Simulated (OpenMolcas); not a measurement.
## Single-point calculation, with input and output: WCl3O (part 1 of 3)

- system: WCl3O, multiplicity 2, SMILES [O]=[W]([Cl])([Cl])[Cl]
- method: NEVPT2/ANO-R1, sfX2C (OpenMolcas 26.06)

The geometry comes from this level: GFN2-xTB.

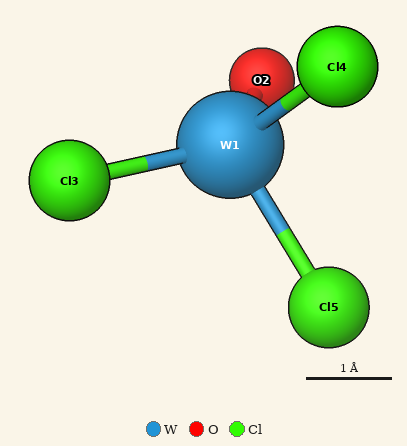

The input geometry (ball-and-stick view, seen at a tilt; atoms are numbered from 1 in the order of the input). Sticks mark near contacts. Bond lengths as drawn: Cl–W 2.15 to 2.25 Å and O–W 1.67 Å.

### Input
```
* Cl3OW NEVPT2
&GATEWAY
XBAS
W.ANO-R1
O.ANO-R1
Cl.ANO-R1
End of Basis
ZMAT
W1
O2 1 1.671177
Cl3 1 2.15105 2 130.81675
Cl4 1 2.250636 2 107.76772 3 -130.98261
Cl5 1 2.250709 2 107.81747 4 -97.94158
End of ZMAT
RICD
FINITE
RX2C
&SEWARD
&RASSCF
FILEORB=$CurrDir/step2.RasOrb
SPIN=2
NACTEL=7 0 0
INACTIVE=63
RAS2=8
ORBLISTING=Few
ORBAPPEAR=Compact
&CASPT2
SC-NEVPT2
```

Machine: 1 thread of Intel Xeon (Granite Rapids), 32 GiB of memory available, shared host.

Launch command:
```bash
export MOLCAS_MEM=1860
pymolcas step10.input > step10.log
```

### Log
```
--- Start Module: gateway ---

                                              &GATEWAY

                       available to each process: 1.9 GB of memory, 1 thread

++    Symmetry information:
      ---------------------

                    Character Table for C1

                             E
                    a        1  x, y, xy, Rz, z, xz, Ry, yz, Rx, I
--

++    Basis set information:
      ----------------------

      Basis set label: W.ANO-R...7S5P4D2F.

      Electronic valence basis set:
      ------------------
      Associated Effective Charge  74.000000 au
      Associated Actual Charge     74.000000 au
      Nuclear Model: Finite nucleus - Gaussian distribution
        Gaussian exponent, Xi/bohr**(-2):  1.48137E+08

      Shell  nPrim  nBasis  Cartesian Spherical Contaminant
         s      25       7        X
         p      20       5        X
         d      15       4                 X
         f      10       2                 X

      Basis set label: O.ANO-R...3S2P1D.

      Electronic valence basis set:
      ------------------
      Associated Effective Charge   8.000000 au
      Associated Actual Charge      8.000000 au
      Nuclear Model: Finite nucleus - Gaussian distribution
        Gaussian exponent, Xi/bohr**(-2):  5.86314E+08

      Shell  nPrim  nBasis  Cartesian Spherical Contaminant
         s      13       3        X
         p       8       2        X
         d       4       1                 X

      Basis set label: CL.ANO-R...4S3P1D.

      Electronic valence basis set:
      ------------------
      Associated Effective Charge  17.000000 au
      Associated Actual Charge     17.000000 au
      Nuclear Model: Finite nucleus - Gaussian distribution
        Gaussian exponent, Xi/bohr**(-2):  3.84638E+08

      Shell  nPrim  nBasis  Cartesian Spherical Contaminant
         s      17       4        X
         p      11       3        X
         d       7       1                 X
--

++    Molecular structure info:
      -------------------------

                    ************************************************
                    **** Cartesian Coordinates / bohr, angstrom ****
                    ************************************************

     Center  Label                x              y              z                     x              y              z
        1      W1               0.000000       0.000000       0.000000              0.000000       0.000000       0.000000
        2      O2               0.000000       0.000000       3.158067              0.000000       0.000000       1.671177
        3      CL3              3.076329       0.000000      -2.656986              1.627923       0.000000      -1.406016
        4      CL4             -2.656255       3.057546      -1.297867             -1.405630       1.617984      -0.686801
        5      CL5             -2.660570      -3.052469      -1.301425             -1.407913      -1.615297      -0.688685

                    ***************************************
                    *    InterNuclear Distances / bohr    *
                    ***************************************

               1 W1            2 O2            3 CL3           4 CL4           5 CL5
    1 W1       0.000000
    2 O2       3.158067        0.000000
    3 CL3      4.064895        6.578650        0.000000
    4 CL4      4.253086        6.021596        6.637644        0.000000
    5 CL5      4.253224        6.023560        6.638308        6.110018        0.000000

                    *******************************************
                    *    InterNuclear Distances / angstrom    *
                    *******************************************

               1 W1            2 O2            3 CL3           4 CL4           5 CL5
    1 W1       0.000000
    2 O2       1.671177        0.000000
    3 CL3      2.151050        3.481272        0.000000
    4 CL4      2.250636        3.186492        3.512490        0.000000
    5 CL5      2.250709        3.187531        3.512841        3.233282        0.000000
--

            Nuclear Potential Energy           1288.70684166 au

--- Stop Module: gateway /rc=_RC_ALL_IS_WELL_ ---
--- Module gateway spent 17 seconds ---

--- Start Module: seward ---

                                              &SEWARD

                       available to each process: 1.9 GB of memory, 1 thread

               SEWARD will generate:
                  Multipole Moment integrals up to order  2
                  Kinetic Energy integrals
                  Nuclear Attraction integrals (finite nuclei - Gaussian type)
                  One-Electron Hamiltonian integrals
                  Velocity integrals
                  Relativistic X2C integrals
                  Orbital angular momentum around ( -0.2570   0.0006  -0.4372 )
                  Velocity quadrupole around ( -0.2570   0.0006  -0.4372 )
                  RI decomposed two-electron repulsion integrals stored Cholesky style
                   - acCD auxiliary basis
                   - CD Threshold:   1.00E-04

                   Integrals are discarded if absolute value <: 1.00E-14
                   Integral cutoff threshold is set to       <: 1.00E-16

            Nuclear Potential Energy           1288.70684166 au

      Basis set specifications :
      Symmetry species         a
      Basis functions          124

--- Stop Module: seward /rc=_RC_ALL_IS_WELL_ ---
--- Module seward spent 9 seconds ---

--- Start Module: rasscf ---

                                              &RASSCF

                       available to each process: 1.9 GB of memory, 1 thread

      Header of the ONEINT file:
      --------------------------

      OrdInt status: non-squared

      Cartesian coordinates in angstrom:
      -----------------------------------------------------
      No.  Label        X            Y            Z
      -----------------------------------------------------
       1   W1         0.00000000   0.00000000   0.00000000
       2   O2         0.00000000   0.00000000   1.67117700
       3   CL3        1.62792325   0.00000000  -1.40601636
       4   CL4       -1.40562978   1.61798364  -0.68680146
       5   CL5       -1.40791311  -1.61529727  -0.68868455
      -----------------------------------------------------
      Nuclear repulsion energy = 1288.70684166

++    Wave function specifications:
      -----------------------------

      Number of closed shell electrons         126
      Number of electrons in active shells       7
      Max number of holes in RAS1 space          0
      Max nr of electrons in RAS3 space          0
      Number of inactive orbitals               63
      Number of active orbitals                  8
      Number of secondary orbitals              53
      Spin quantum number                      0.5
      State symmetry                             1
--

++    Orbital specifications:
      -----------------------

      Symmetry species                           1
                                                 a
      Frozen orbitals                            0
      Inactive orbitals                         63
      Active orbitals                            8
      RAS1 orbitals                              0
      RAS2 orbitals                              8
      RAS3 orbitals                              0
      Secondary orbitals                        53
      Deleted orbitals                           0
      Number of basis functions                124
--

++    CI expansion specifications:
      ----------------------------

      Number of CSFs                          2352
      Number of determinants                  3920
      Number of root(s) required                 1
      Root chosen for geometry opt.              1
      CI root used                               1

      highest root included in the CI            1
      max. size of the explicit Hamiltonian    200
--

++    Optimization specifications:
      ----------------------------

      RASSCF algorithm: LK RI/DF
      Maximum number of macro iterations       200
      Maximum number of SX iterations          100
      Threshold for RASSCF energy            1.000E-08
      Threshold for max MO rotation          1.000E-01
      Threshold for max BLB element          1.000E-04
      Level shift parameter                  5.000E-01
      Make Quasi-Newton update
--

      The MO-coefficients are taken from the file:
      step2.RasOrb
      Title: RASSCF average (pseudo-natural) orbitals

      Total molecular charge    0.00

      ************************************************************************************************************************
      *                                            Wave function control section                                             *
      ************************************************************************************************************************

                                         RASSCF iterations: Energy and convergence statistics
                                         ----------------------------------------------------

          iter iter root      energy       change     param      element    value   shift minimum  type update hh:mm:ss
 Nr of preliminary CI iterations:   7
      Total energies have been shifted. Add               -17000.00 au
        1   1   22    1  -596.47952153    0.00E+00   1.56E-01*  43 114 1  2.40E-02*  0.22   0.00    SX    NO    0:00:01
        2   5   59    1  -596.50545210   -2.59E-02*  2.22E-01*  66 122 1 -7.31E-03*  0.22   0.00    SX    NO    0:00:00
        3   4   14    1  -596.51411361   -8.66E-03*  1.79E-01*  66  76 1 -4.69E-03*  0.22   0.00    SX    NO    0:00:00
        4   4   14    1  -596.51753141   -3.42E-03*  9.73E-02   66  76 1 -4.06E-03*  0.22   0.00    SX    NO    0:00:00
        5   4   16    1  -596.51883610   -1.30E-03*  9.30E-02   51  69 1  3.06E-03*  0.21   2.50    LS   YES    0:00:00
        6   4   15    1  -596.51953909   -7.03E-04* -5.58E-02   51  69 1  2.77E-03*  0.21   1.76    QN   YES    0:00:00
        7   5   15    1  -596.51994623   -4.07E-04* -3.27E-02   51  69 1  1.99E-03*  0.21   1.69    LS   YES    0:00:00
        8   4   15    1  -596.52003582   -8.96E-05*  4.36E-02   66 119 1  1.76E-03*  0.21   1.27    QN   YES    0:00:00
        9   5   15    1  -596.52013577   -1.00E-04*  3.68E-02   65  77 1  8.33E-04*  0.21   1.95    LS   YES    0:00:00
       10   4   14    1  -596.52016936   -3.36E-05* -1.84E-02   48 119 1 -1.35E-03*  0.21   1.19    QN   YES    0:00:00
       11   4   13    1  -596.52019576   -2.64E-05* -6.03E-03   66 119 1 -7.38E-04*  0.21   1.15    QN   YES    0:00:00
       12   4   13    1  -596.52020309   -7.33E-06* -2.86E-03   64 108 1  3.37E-04*  0.21   1.33    QN   YES    0:00:00
       13   4   12    1  -596.52020533   -2.23E-06* -2.83E-03   65 121 1 -2.24E-04*  0.21   1.44    QN   YES    0:00:00
       14   4   11    1  -596.52020611   -7.78E-07*  1.48E-03   66 119 1  1.55E-04*  0.21   1.35    QN   YES    0:00:00
       15   4   10    1  -596.52020634   -2.38E-07*  8.10E-04   66 119 1  1.05E-04*  0.21   1.40    QN   YES    0:00:00
       16   4    9    1  -596.52020641   -6.92E-08* -3.20E-04   65 121 1  2.93E-05   0.21   1.24    QN   YES    0:00:00
       17   3    9    1  -596.52020643   -1.42E-08*  2.39E-04   65 121 1  1.10E-05   0.21   1.36    QN   YES    0:00:00
       18   1    7    1  -596.52020643   -2.97E-09   7.40E-05   66 119 1 -1.08E-05   0.21   1.01    QN   YES    0:00:00
      Convergence after 18 iterations
       19   1    7    1  -596.52020643   -4.95E-10   7.40E-05   65 121 1 -2.79E-06   0.21   1.01    QN   YES    0:00:00

      ************************************************************************************************************************
                                                      Wave function printout:
                       occupation of active orbitals, and spin coupling of open shells (u,d: Spin up or down)
      ************************************************************************************************************************

      Note: transformation to natural orbitals
      has been made, which may change the order of the CSFs.

      printout of CI-coefficients larger than  0.05 for root  1
      energy=  -17596.520206
      conf/sym  11111111     Coeff  Weight
             1  222u0000  -0.96326 0.92787
           120  220u0200  -0.07476 0.00559
           140  2udu0ud0  -0.06361 0.00405
           162  u2du0u0d  -0.05950 0.00354
           173  202u0020  -0.11155 0.01244
           195  ud2u00ud  -0.07399 0.00547
           212  022u0002  -0.08882 0.00789
           791  2uuu0dd0   0.06457 0.00417
           799  u2uu0d0d   0.05968 0.00356
           806  uu2u00dd   0.06529 0.00426

      Natural orbitals and occupation numbers for root  1
      sym 1:   1.952550   1.938268   1.960653   1.000746   0.002477   0.039213   0.059538   0.046555
```
